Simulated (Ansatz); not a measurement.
Consider FH₂SiSn (charge +1).

Input

```
basis:
  gaussian:
    orbitals: def2-TZVPD
crystal:
  periodic: [false, false, false]
  atoms:
    - {symbol: F, position_ang: [0.466246, 0.790083, 0.515568]}
    - {symbol: Si, position_ang: [1.266815, 0.932328, -0.870694]}
    - {symbol: Sn, position_ang: [3.601723, 1.997970, -0.710442]}
    - {symbol: H, position_ang: [2.677002, 0.082056, -0.631448]}
    - {symbol: H, position_ang: [0.599919, 0.234963, -1.999471]}
total_charge: 1
hamiltonian:
  xc: pbe0
output:
  forces: true
  orbitals: {seedname: orbitals}
```

Command:

```sh
ansatz run input.yaml --threads 1 --pin off --max-ram 2610MiB --events-out events.jsonl --progress --plain --runs-dir runs
```

Geometry: r2SCAN-D4/def2-SVP; core potentials replace the inner electrons of Sn.

Computed with isolated molecule in a Gaussian basis; Kohn-Sham density functional theory, functional PBE0 in Ansatz 0.2.0.

> Predict the electron density and electron localisation function between the atoms.

Si–F (1.61 Å): ρ is about 1.1 e/Å³ halfway; the ELF peaks at about 0.85 in the valence shell of F, 0.6 Å from its nucleus, and is about 0.50 at the midpoint.
Si–Sn (2.57 Å): ρ is about 0.45 e/Å³ halfway; the ELF peaks at about 0.85 between the atoms, as expected for a covalent bond.
Si–H (1.48 Å): ρ is about 0.85 e/Å³ halfway; the ELF climbs to about 1 towards the hydrogen, as it does in any bond to H.

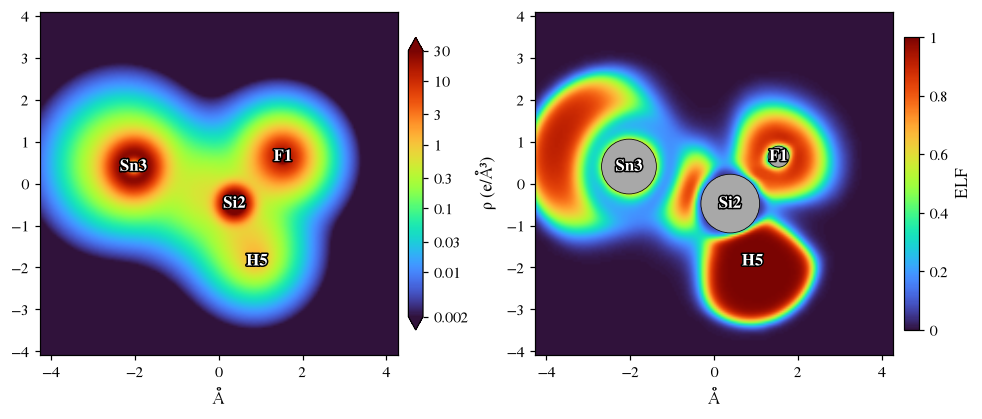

Computed electron density and electron localisation function on the plane of atoms F1, Si2 and Sn3, in this order. Grey discs cover the atomic cores in the ELF map. 
